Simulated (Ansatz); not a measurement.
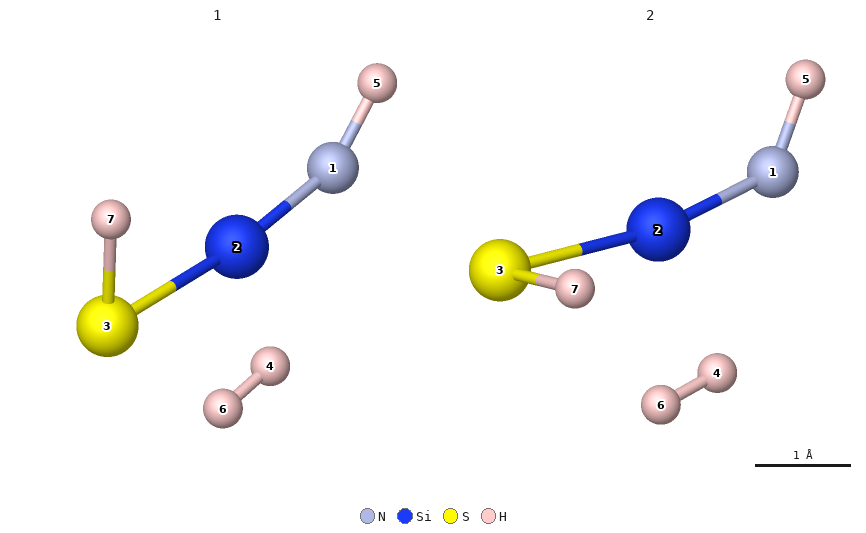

Two geometries of SiNH$_{4}$S (charge +1), drawn at one scale. One is the start of a relaxation, the other its converged end. The picture is a ball-and-stick view, seen from a free direction.

Level of theory: RKS PBE0-D4/def2-TZVP in Ansatz 0.2.0. Set-up: force threshold 0.005 eV/Å; at most 200 steps.

### Which of the two is the end point?

Structure 1 is the relaxed one. It is one of the separated reactants of a reaction. H7 moves most after the best rigid fit: 0.81 Å. By element the largest moves are H 0.81 Å, S 0.75 Å, Si 0.24 Å, N 0.16 Å. Some distances before and after: Si2–H4 1.961 → 1.897 Å, N1–Si2 1.591 → 1.535 Å, Si2–S3 2.080 → 2.046 Å, N1–H5 1.033 → 1.007 Å. Bond angles that change, for instance: Si2–N1–H5 127.2° → 142.8°. Over 26 accepted moves (30 points after the start) the energy falls by 2.06 kcal/mol. Largest force component: 1.1 eV/Å at the start, 0.0042 eV/Å at the end. The line search rejected the trial steps at points 5, 7, 12, 22 of the run.
